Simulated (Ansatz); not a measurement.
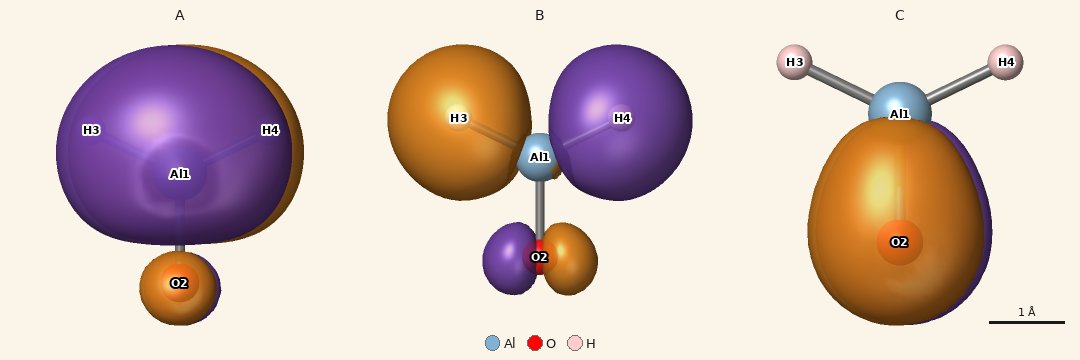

Figure 1: AlH2O (SMILES [O][AlH2]) (doublet). Three frontier orbitals at ±0.08 Å⁻³ᐟ² (orange and purple are the two phases), in no order.

Geometry: PBE0-D4/def2-TZVP.

Theory: isolated molecule in a Gaussian basis; Kohn-Sham density functional theory, functional PBE0 in Ansatz 0.2.0.

Q: Which picture is the HOMO−1, the HOMO and the LUMO? All are α orbitals.

A: C is the HOMO−1 (α) (−9.79 eV). By Hirshfeld shares it lies mainly on O2 (about 85 %); it changes sign across the molecular plane (π type). B is the HOMO (α) (−9.04 eV). By Hirshfeld shares it lies mainly on Al1 (about 35 %), H3 (about 30 %), H4 (about 30 %) and O2 (about 5 %); it is symmetric in the molecular plane (an in-plane orbital: σ, lone-pair or in-plane π type). A is the LUMO (α) (−1.34 eV). It lies mainly on Al1 (about 80 %), H3 (about 5 %), H4 (about 5 %) and O2 (about 5 %); it changes sign across the molecular plane (π type).

Q: What is the gap between the highest occupied and lowest empty α orbitals?

A: 7.70 eV between the orbital energies.
